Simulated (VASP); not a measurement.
Band structure of Eu (bcc). Method: MS2 meta-GGA, VASP's PBE PAW potentials (set 64) (plane waves; VASP).

The 4f electrons are frozen in the core of the lanthanide potential, so 4f levels, which can set the real gap, and their magnetism are missing.

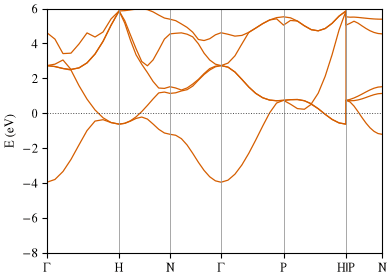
*Bands along high-symmetry lines, zero at the valence-band maximum or, without a gap, the Fermi level*

Question: Read the plot: is there a gap, and where are the band edges?

Answer: It has no gap at this level: it comes out as a metal or semimetal.

The compound is Eu in the bcc structure. It was relaxed first, which changed the volume by -16 %.
